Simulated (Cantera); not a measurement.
Charge: 1 mol SiH₄, 0.58 mol HCl, 130 mol H₂, equilibrated at 3.60 mbar.

Equilibrium computed with Cantera from the NASA thermochemical tables; the gas is ideal and each condensed phase is pure. Candidate condensed phases: Si; 19 gas species. The tables' values for SiCl are old estimates; treat these amounts as uncertain. Gases not in the tables: Si₂H₆ and higher silanes. Equilibrium is a limit: real reactors are often held back by kinetics, nucleation or transport.

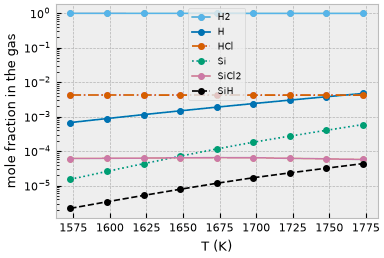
Figure. Equilibrium gas composition (values under 1e-9 drawn at 1e-9)

From 1573 K to 1673 K the condensed part is Si(s). From 1698 K to 1773 K the condensed part is Si(l). The main Si-bearing gas is SiCl₂ at 1573 K and Si at 1773 K. The share of Si in condensed phases is highest at 1573 K (98.9 %) and lowest at 1773 K (90.1 %).
